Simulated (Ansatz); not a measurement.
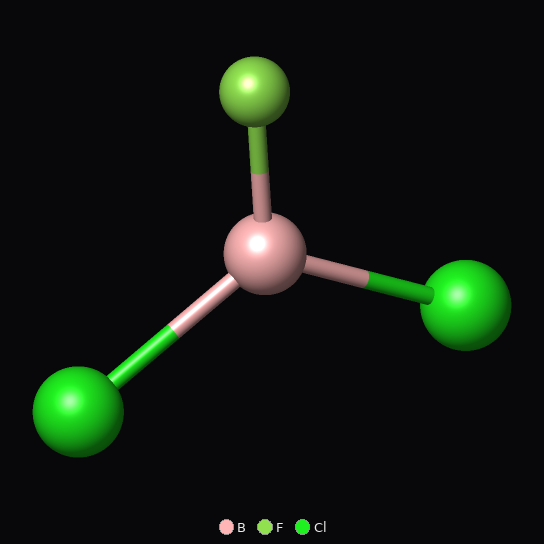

Sticks follow a distance rule. Harmonic vibrations computed with RKS PBE0-D4/def2-TZVP (Ansatz 0.2.0) at a stationary point of the same level.

Q: How many imaginary frequencies does it have?

A: A minimum: no imaginary frequency, and the lowest mode lies at 266 cm⁻¹.

Q: How many vibrational modes are there, and where do they lie?

A: 6 modes: 266, 364, 526, 565, 1009, 1347 cm⁻¹.
